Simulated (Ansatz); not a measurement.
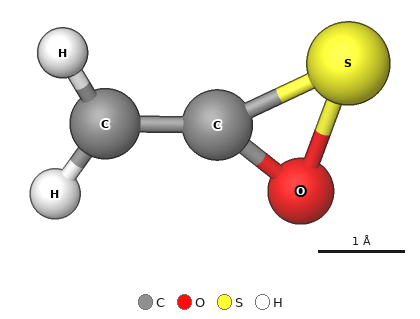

Fig. 1: The structure (ball-and-stick view, seen at a tilt).

Single-point calculation of C$_{2}$H$_{2}$OS

System: C$_{2}$H$_{2}$OS, SMILES C=C1OS1.
Method: RKS B3LYP-D4/def2-TZVPP (Ansatz 0.2.0).

The geometry is a minimum found at another level. The geometry comes from this level: PBE0-D4/def2-TZVP.

## What the program printed
```
Functional definition: B3LYP
  name "B3LYP"
  cite "Stephens, Devlin, Chabalowski & Frisch, J. Phys. Chem. 98, 11623 (1994) doi:10.1021/j100096a001"
  cite "Becke, Phys. Rev. A 38, 3098 (1988) doi:10.1103/PhysRevA.38.3098"
  cite "Lee, Yang & Parr, Phys. Rev. B 37, 785 (1988) doi:10.1103/PhysRevB.37.785"
  cite "Vosko, Wilk & Nusair, Can. J. Phys. 58, 1200 (1980) doi:10.1139/p80-159"
  parameter a0 = 0.2
  parameter ax = 0.72
  parameter ac = 0.81
  exchange = (1 - a0 - ax)*slater_x + ax*b88_x + a0*exact_x
  correlation = (1 - ac)*vwn_rpa_c + ac*lyp_c
925 factors; their error is unknown
mean field evaluation 1: about -14978.8550 eV, gradient 6.6e1 eV
mean field evaluation 2: about -14933.5669 eV, gradient 1.3e2 eV
mean field evaluation 4: about -14988.4664 eV, gradient 1.2e1 eV
mean field evaluation 8: about -14988.6926 eV, gradient 2.1e-1 eV
mean field evaluation 16: about -14988.7038 eV, gradient 3.3e-4 eV
mean field -14988.70379476 eV, -550.8247047490 hartree, gradient 5.2e-5 eV, S^2 0.000000; 0 other end points of the search recorded, 0 dependent functions left out
reference -14988.70401338 eV, -550.8247127832 hartree; 19, 19 occupied and 144, 144 virtual orbitals, 925 factors
Total energy: -14988.89283257 eV, -550.8316517606 hartree
```

This output came from the following input.

## Input file
```yaml
crystal:
  periodic: [false, false, false]
  atoms:
    - {symbol: C, position_ang: [0.468567, 0.599286, 0.470468]}
    - {symbol: C, position_ang: [-0.219118, -0.274779, -0.225673]}
    - {symbol: O, position_ang: [-0.716079, -1.509342, -0.104351]}
    - {symbol: S, position_ang: [-1.037670, -0.731873, -1.658351]}
    - {symbol: H, position_ang: [0.791644, 0.356601, 1.474209]}
    - {symbol: H, position_ang: [0.712656, 1.560097, 0.043708]}
basis:
  gaussian: {orbitals: def2-TZVPP}
hamiltonian: {xc: {name: B3LYP}, dispersion: d4}
```

Command:
```bash
ansatz run in.yaml --threads 2 --pin off --events-out ev --progress --plain --max-ram 4352MiB
```

## Results in brief

```tsv
quantity	value
outcome	converged
total energy	−14988.8928 eV
mean-field energy	−14988.7040 eV
dispersion energy	−0.1888 eV
SCF solution under orbital rotations	stable
hardware	2 threads of Arm Neoverse V2, 95 GiB of memory available, shared host
wall time	2.1 s (CPU time 4.1 s)
peak memory	0.3 GiB
```
